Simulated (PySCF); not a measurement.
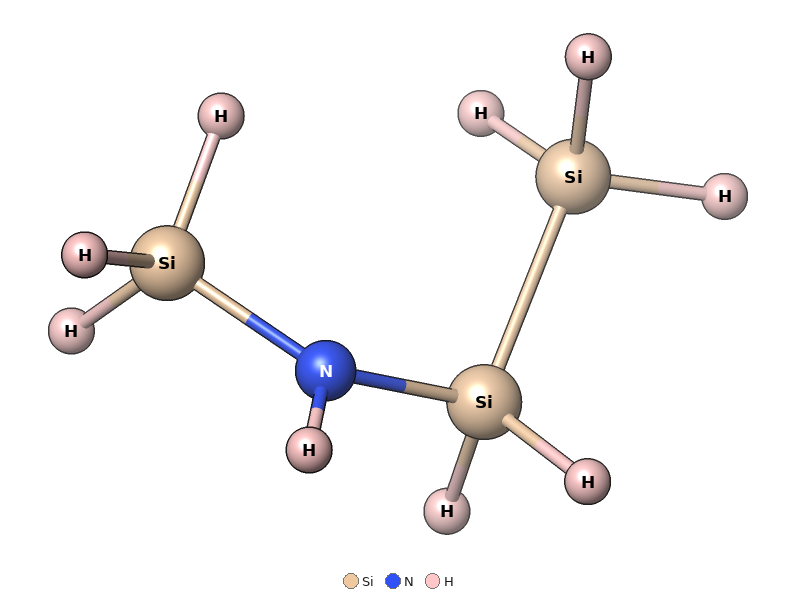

Orthographic view. Distant atoms are faded towards the background colour. Computed geometry: GFN2-xTB optimisation. No frequency run is at hand to confirm it as a minimum.

Give the standard InChI.

InChI=1S/H9NSi3/c2-1-4-3/h1H,4H2,2-3H3
